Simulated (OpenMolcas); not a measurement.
Excited-state calculation of SiPH$_{4}$ (charge −1) (part 3 of 3)

Continued. System: SiPH$_{4}$, charge −1. Method: MRACPF/ANO-S-VDZP (OpenMolcas 26.06). The run did not end well. The geometry comes from this level: GFN2-xTB.

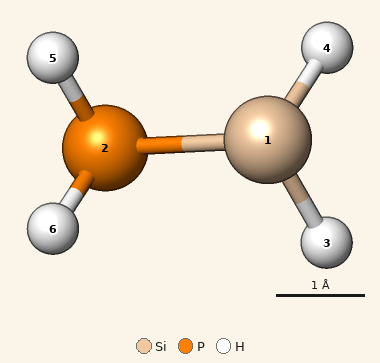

*The structure as given in the input (ball-and-stick view, seen on its broad side; atoms are numbered from 1 in the order of the input).*

### What the program printed, continued
```
++    Natural Bond Order analysis
      ---------------------------
      Based on LoProp computed density
      -------------------------------------------------------------------------------------
      Atom A       Atom B       Bond Order | Atom A       Atom B       Bond Order
        SI1          P2             0.784  |   SI1          H3             0.778
      -------------------------------------------------------------------------------------
      NBO located      3.123 electrons involved in    2 bonds.
      NBO located      0.994 non-bonded electrons on atom SI1
      NBO located      0.997 non-bonded electrons on atom SI1
      NBO located      1.000 non-bonded electrons on atom SI1
      NBO located      1.000 non-bonded electrons on atom SI1
      NBO located      0.999 non-bonded electrons on atom SI1
      NBO located      0.991 non-bonded electrons on atom P2
      NBO located      1.000 non-bonded electrons on atom P2
      NBO located      0.999 non-bonded electrons on atom P2
      NBO located      0.999 non-bonded electrons on atom P2
      NBO located      0.999 non-bonded electrons on atom P2
      The remaining    5.593 electrons are to be considered as diffuse
--

--

      Von Neumann Entropy (Root   2) =  1.18850

      Mulliken population analysis for root number:  2
      -----------------------------------------------

++    Molecular charges:
      ------------------

      Mulliken charges per centre and basis function type
      ---------------------------------------------------

                SI1     P2      H3      H4      H5      H6
      1s       2.0000  2.0000  1.1115  1.1111  1.0023  1.0028
      2s       2.0005  2.0011 -0.0101 -0.0100  0.0611  0.0612
      2px      1.9999  2.0001  0.0144  0.0017  0.0196  0.0044
      2pz      2.0000  1.9999  0.0023  0.0023  0.0081  0.0080
      2py      1.9998  2.0001  0.0019  0.0146  0.0050  0.0202
      3s       1.2394  1.5813  0.0000  0.0000  0.0000  0.0000
      3px      0.7909  1.0325  0.0000  0.0000  0.0000  0.0000
      3pz      1.1297  1.1955  0.0000  0.0000  0.0000  0.0000
      3py      0.8043  1.0822  0.0000  0.0000  0.0000  0.0000
      4s      -0.0305 -0.2397  0.0000  0.0000  0.0000  0.0000
      3d2+     0.1167  0.1126  0.0000  0.0000  0.0000  0.0000
      3d1+     0.0201  0.0151  0.0000  0.0000  0.0000  0.0000
      3d0      0.0903  0.0802  0.0000  0.0000  0.0000  0.0000
      3d1-     0.0230  0.0174  0.0000  0.0000  0.0000  0.0000
      3d2-     0.0047  0.0050  0.0000  0.0000  0.0000  0.0000
      4px      0.0062 -0.0093  0.0000  0.0000  0.0000  0.0000
      4pz      0.3247  0.1794  0.0000  0.0000  0.0000  0.0000
      4py      0.0063 -0.0119  0.0000  0.0000  0.0000  0.0000
      Total   14.5260 15.0415  1.1200  1.1198  1.0960  1.0967

      N-E     -0.5260 -0.0415 -0.1200 -0.1198 -0.0960 -0.0967

      Total electronic charge=   34.000000

      Total            charge=   -1.000000
--

      Expectation values of various properties for root number:  2
      -----------------------------------------------------------

++    Molecular properties:
      ---------------------

      Charge (e):
                      =   -1.0000
      Dipole Moment (debye):
      Origin of the operator (angstrom)=    0.0008   -0.0006    1.1633
                   X= -8.4098E-01               Y=  9.6353E-01               Z= -7.7298E-01           Total=  1.4944E+00
      Center of Charge (angstrom)
                     X=    0.17585097               Y=   -0.20116476               Z=    1.32421331
      Quadrupole Moment (debye*angstrom):
      Origin of the operator (angstrom)=    0.0008   -0.0006    1.1633
                  XX= -4.2847E+01              XY=  1.0624E+00              XZ=  1.5440E+00              YY= -4.3145E+01
                  YZ= -1.7338E+00              ZZ= -7.1664E+01
      In traceless form (debye*angstrom)
                  XX=  1.4558E+01              XY=  1.5937E+00              XZ=  2.3160E+00              YY=  1.4110E+01
                  YZ= -2.6007E+00              ZZ= -2.8668E+01
--

      LoProp population analysis for root number:  2
      -----------------------------------------------

++    LoProp analysis:
      ----------------

++    Static properties:
      ------------------

      LoProp Charges per center

                   SI1      P2       H3       H4       H5       H6
      Nuclear     14.0000  15.0000   1.0000   1.0000   1.0000   1.0000
      Electronic -14.2077 -15.2297  -1.1569  -1.1567  -1.1243  -1.1246

      Total       -0.2077  -0.2297  -0.1569  -0.1567  -0.1243  -0.1246
--

      Natural Bond Order analysis for root number:  2

++    Natural Bond Order analysis
      ---------------------------
      Based on LoProp computed density
      -------------------------------------------------------------------------------------
      Atom A       Atom B       Bond Order
      -------------------------------------------------------------------------------------
      NBO located      0.988 non-bonded electrons on atom SI1
      NBO located      1.000 non-bonded electrons on atom SI1
      NBO located      0.998 non-bonded electrons on atom SI1
      NBO located      0.999 non-bonded electrons on atom SI1
      NBO located      0.999 non-bonded electrons on atom SI1
      NBO located      0.963 non-bonded electrons on atom P2
      NBO located      0.999 non-bonded electrons on atom P2
      NBO located      0.999 non-bonded electrons on atom P2
      NBO located      0.999 non-bonded electrons on atom P2
      NBO located      0.999 non-bonded electrons on atom P2
      The remaining    7.143 electrons are to be considered as diffuse
--

--

      Average orbitals are written to the RASORB file
      Natural orbitals for root   1 are written to the RASORB.1 file
      Natural orbitals for root   2 are written to the RASORB.2 file
      Spin density orbitals for root   1 are written to the SPDORB.1 file
      Spin density orbitals for root   2 are written to the SPDORB.2 file

--- Stop Module: rasscf /rc=_RC_ALL_IS_WELL_ ---
           step3.SpdOrb.1 step3.SpdOrb.2 xmldump
--- Module rasscf spent 3 seconds ---

--- Start Module: motra ---

                                               &MOTRA

                       available to each process: 1.9 GB of memory, 1 thread

      *** WARNING: Default frozen orbitals is overwritten by user input.
      *** Default values:   7

      Header of the integral files:

      Header of MO coefficients source file:
      * RASSCF average (pseudo-natural) orbitals

      Cartesian coordinates in angstrom:
      -----------------------------------------------------
      No.  Label        X            Y            Z
      -----------------------------------------------------
       1   SI1        0.00000000   0.00000000   0.00000000
       2   P2         0.00000000   0.00000000   2.22526000
       3   H3         1.49379584   0.00000000  -0.16779207
       4   H4        -0.19431924  -1.48081540  -0.17013471
       5   H5        -1.36967209   0.07868850   2.32219744
       6   H6         0.11790538   1.36689860   2.32330340
      -----------------------------------------------------
      Nuclear repulsion energy =   83.57454764

      Orbital specifications:
      -----------------------

      Symmetry species:              1
      Number of basis functions:    56
      Frozen orbitals:              10
      Deleted orbitals:              0
      Number of orbitals used:      46

       SYMMETRY  BASIS FUNCTIONS       ORBITALS      INTEGRALS   CPU(SEC)  I/O(SEC)
        1 1 1 1   56  56  56  56    46  46  46  46      584821       0.00      0.00

       TOTAL CPU TIME(SEC)    0.09TOTAL I/O TIME(SEC)    0.11

--- Stop Module: motra /rc=_RC_ALL_IS_WELL_ ---

--- Start Module: guga ---

                                               &GUGA

                       available to each process: 1.9 GB of memory, 1 thread

      ************************************************************************************************************************
      *                                                        Title:                                                        *
      *                                                 (No title was given)                                                 *
      ************************************************************************************************************************

      ALL SINGLE AND DOUBLE REPLACEMENTS

      NUMBER OF ELECTRONS IN CI        14
      TOTAL SPIN QUANTUM NUMBER      0.00

              ORBITALS PER SYMMETRY
                  1
      INACTIVE    4
      ACTIVE      6
      VALENCE     0
      CORE        0
      ONEOCC      0
  Number of vertices                  167                  137

      INTERNAL CONFIGURATIONS (FORMAL)

      NUMBER OF VALENCE STATES            2695
      NUMBER OF DOUBLET COUPLED SINGLES   5530
      NUMBER OF TRIPLET COUPLED DOUBLES   2331
      NUMBER OF SINGLET COUPLED DOUBLES   2695

      OCCUPATION OF REFERENCE STATES

      REF.STATE  ORB: 1   2   3   4   5   6
          1           0   0   0   2   2   2
          2           0   0   1   1   2   2
          3           0   0   1   2   1   2
          4           0   0   1   2   2   1
          5           0   0   2   0   2   2
          6           0   0   2   1   1   2
          7           0   0   2   1   2   1
          8           0   0   2   2   0   2
          9           0   0   2   2   1   1
         10           0   0   2   2   2   0
         11           0   1   0   1   2   2
         12           0   1   0   2   1   2
         13           0   1   0   2   2   1
         14           0   1   1   1   1   2
         15           0   1   1   1   2   1
         16           0   1   1   2   1   1
         17           0   1   1   0   2   2
         18           0   1   1   1   1   2
         19           0   1   1   1   2   1
         20           0   1   1   2   0   2
         21           0   1   1   2   1   1
         22           0   1   1   2   2   0
         23           0   1   2   0   1   2
         24           0   1   2   0   2   1
         25           0   1   2   1   1   1
         26           0   1   2   1   0   2
         27           0   1   2   1   1   1
         28           0   1   2   1   2   0
         29           0   1   2   2   0   1
         30           0   1   2   2   1   0
         31           0   2   0   0   2   2
         32           0   2   0   1   1   2
         33           0   2   0   1   2   1
         34           0   2   0   2   0   2
         35           0   2   0   2   1   1
         36           0   2   0   2   2   0
         37           0   2   1   0   1   2
         38           0   2   1   0   2   1
         39           0   2   1   1   1   1
         40           0   2   1   1   0   2
         41           0   2   1   1   1   1
         42           0   2   1   1   2   0
         43           0   2   1   2   0   1
         44           0   2   1   2   1   0
         45           0   2   2   0   0   2
         46           0   2   2   0   1   1
         47           0   2   2   0   2   0
         48           0   2   2   1   0   1
         49           0   2   2   1   1   0
         50           0   2   2   2   0   0
         51           1   0   0   1   2   2
         52           1   0   0   2   1   2
         53           1   0   0   2   2   1
         54           1   0   1   1   1   2
         55           1   0   1   1   2   1
         56           1   0   1   2   1   1
         57           1   0   1   0   2   2
         58           1   0   1   1   1   2
         59           1   0   1   1   2   1
         60           1   0   1   2   0   2
         61           1   0   1   2   1   1
         62           1   0   1   2   2   0
         63           1   0   2   0   1   2
         64           1   0   2   0   2   1
         65           1   0   2   1   1   1
         66           1   0   2   1   0   2
         67           1   0   2   1   1   1
         68           1   0   2   1   2   0
         69           1   0   2   2   0   1
         70           1   0   2   2   1   0
         71           1   1   0   1   1   2
         72           1   1   0   1   2   1
         73           1   1   0   2   1   1
         74           1   1   1   1   1   1
         75           1   1   1   0   1   2
         76           1   1   1   0   2   1
         77           1   1   1   1   1   1
         78           1   1   1   1   0   2
         79           1   1   1   1   1   1
         80           1   1   1   1   2   0
         81           1   1   1   2   0   1
         82           1   1   1   2   1   0
         83           1   1   2   0   1   1
         84           1   1   2   1   0   1
         85           1   1   2   1   1   0
         86           1   1   0   0   2   2
         87           1   1   0   1   1   2
         88           1   1   0   1   2   1
         89           1   1   0   2   0   2
         90           1   1   0   2   1   1
         91           1   1   0   2   2   0
         92           1   1   1   0   1   2
         93           1   1   1   0   2   1
         94           1   1   1   1   1   1
         95           1   1   1   1   0   2
         96           1   1   1   1   1   1
         97           1   1   1   1   2   0
         98           1   1   1   2   0   1
         99           1   1   1   2   1   0
        100           1   1   2   0   0   2
        101           1   1   2   0   1   1
        102           1   1   2   0   2   0
        103           1   1   2   1   0   1
        104           1   1   2   1   1   0
        105           1   1   2   2   0   0
        106           1   2   0   0   1   2
        107           1   2   0   0   2   1
        108           1   2   0   1   1   1
        109           1   2   0   1   0   2
        110           1   2   0   1   1   1
        111           1   2   0   1   2   0
        112           1   2   0   2   0   1
        113           1   2   0   2   1   0
        114           1   2   1   0   1   1
        115           1   2   1   1   0   1
        116           1   2   1   1   1   0
        117           1   2   1   0   0   2
        118           1   2   1   0   1   1
        119           1   2   1   0   2   0
        120           1   2   1   1   0   1
        121           1   2   1   1   1   0
        122           1   2   1   2   0   0
        123           1   2   2   0   0   1
        124           1   2   2   0   1   0
        125           1   2   2   1   0   0
        126           2   0   0   0   2   2
        127           2   0   0   1   1   2
        128           2   0   0   1   2   1
        129           2   0   0   2   0   2
        130           2   0   0   2   1   1
        131           2   0   0   2   2   0
        132           2   0   1   0   1   2
        133           2   0   1   0   2   1
        134           2   0   1   1   1   1
        135           2   0   1   1   0   2
        136           2   0   1   1   1   1
        137           2   0   1   1   2   0
        138           2   0   1   2   0   1
        139           2   0   1   2   1   0
        140           2   0   2   0   0   2
        141           2   0   2   0   1   1
        142           2   0   2   0   2   0
        143           2   0   2   1   0   1
        144           2   0   2   1   1   0
        145           2   0   2   2   0   0
        146           2   1   0   0   1   2
        147           2   1   0   0   2   1
        148           2   1   0   1   1   1
        149           2   1   0   1   0   2
        150           2   1   0   1   1   1
        151           2   1   0   1   2   0
        152           2   1   0   2   0   1
        153           2   1   0   2   1   0
        154           2   1   1   0   1   1
        155           2   1   1   1   0   1
        156           2   1   1   1   1   0
        157           2   1   1   0   0   2
        158           2   1   1   0   1   1
        159           2   1   1   0   2   0
        160           2   1   1   1   0   1
        161           2   1   1   1   1   0
        162           2   1   1   2   0   0
        163           2   1   2   0   0   1
        164           2   1   2   0   1   0
        165           2   1   2   1   0   0
        166           2   2   0   0   0   2
        167           2   2   0   0   1   1
        168           2   2   0   0   2   0
        169           2   2   0   1   0   1
        170           2   2   0   1   1   0
        171           2   2   0   2   0   0
        172           2   2   1   0   0   1
        173           2   2   1   0   1   0
        174           2   2   1   1   0   0
        175           2   2   2   0   0   0
      WAVE-FUNCTION SYMMETRY LABEL:  1
 Config: LMN > JRX
 LMN,JRX=                 9001                 9000
 This error may be due to a bug.
  Please check your input against the manual.
  If there is no input errors, please report
  this as a bug.

--- Stop Module: guga /rc=-6 ---

.########################.
.# Non-zero return code #.
.########################.

    Timing: Wall=5.54 User=4.81 System=0.72
```

The run was set up as follows.

### The input
```
&gateway
  xbas
  Si.ANO-S-VDZP
  P.ANO-S-VDZP
  H.ANO-S-VDZP
  End of Basis
  zmat
  Si1
  P2 1 2.22526
  H3 1 1.50319 2 96.40894
  H4 1 1.50317 3 96.65156 2 -97.34055
  H5 2 1.375351 1 94.04167 4 -85.81217
  H6 2 1.375473 5 91.34573 1 94.19419
  End of ZMAT

&seward

&rasscf
  fileorb=$CurrDir/step2.RasOrb
  spin=1
  nactel=6 0 0
  inactive=14
  ras2=6
  ciroot=2 2 1
  orblisting=Few

&motra
  lumorb
  frozen=10

&guga
  electrons=14
  spin=1
  inactive=4
  active=6
  ciall=1

&mrci
  acpf
  nrroots=2
  roots=1 2
```

Run as:
```bash
export MOLCAS_MEM=1860
pymolcas step3.inp > step3.log
```

### What the run reported

| quantity | value |
| --- | --- |
| outcome | ended with an error |
| basis functions | 56 |
| hardware | 1 thread of Arm Neoverse V2, 24 GiB of memory available, shared host |
| wall time | 6 s |
| peak memory | 0.39 GiB |

### What went wrong

The run ended with an error.
